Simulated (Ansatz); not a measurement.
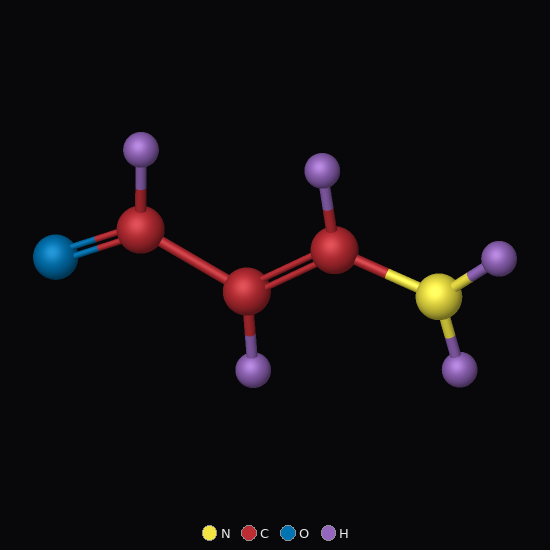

Sticks follow a distance rule. Harmonic vibrations computed with RKS PBE0-D4/def2-TZVP (Ansatz 0.2.0) at a stationary point of the same level.

Q: How many imaginary frequencies does it have?

A: A minimum: no imaginary frequency, and the lowest mode lies at 37 cm⁻¹.

Q: List the wavenumbers.

A: 24 modes: 37, 151, 218, 340, 491, 554, 559, 845, 985, 1035, 1036, 1180, 1292, 1326, 1335, 1434, 1648, 1720, 1785, 2849, 3169, 3191, 3645, 3770 cm⁻¹.
